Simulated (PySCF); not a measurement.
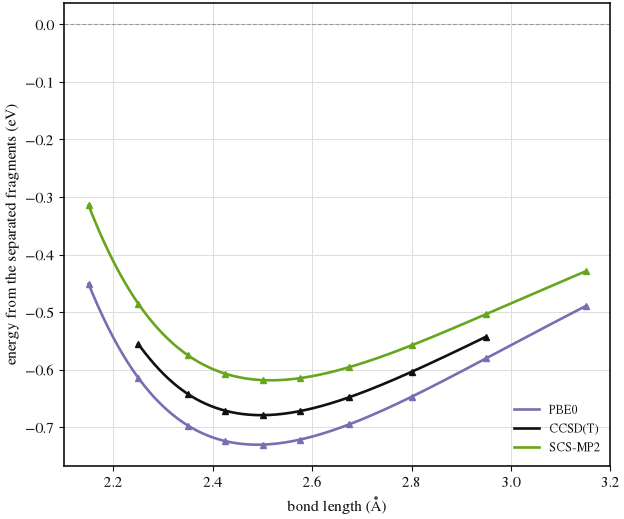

Bond curves of ZnCl⁻, singlet, def2-TZVPPD (non-relativistic), PySCF: energy from the separated fragments (atoms in their ground configurations, no counterpoise). One reference determinant with the occupation held, the lowest that a PBE0 search over spins and occupations found; no spin-orbit coupling. Splines pass through the computed points, which are marked. References: UKS for PBE0; RHF for SCS-MP2 and CCSD(T). The fragments are Zn + Cl⁻.

> Where is the minimum of each curve?

PBE0: near 2.49 Å, −0.73 eV; CCSD(T): near 2.50 Å, −0.68 eV; SCS-MP2: near 2.52 Å, −0.62 eV (from the spline).

> Order the curves at 2.25 Å.

PBE0 −0.61, CCSD(T) −0.56, SCS-MP2 −0.49 eV, from lowest to highest.
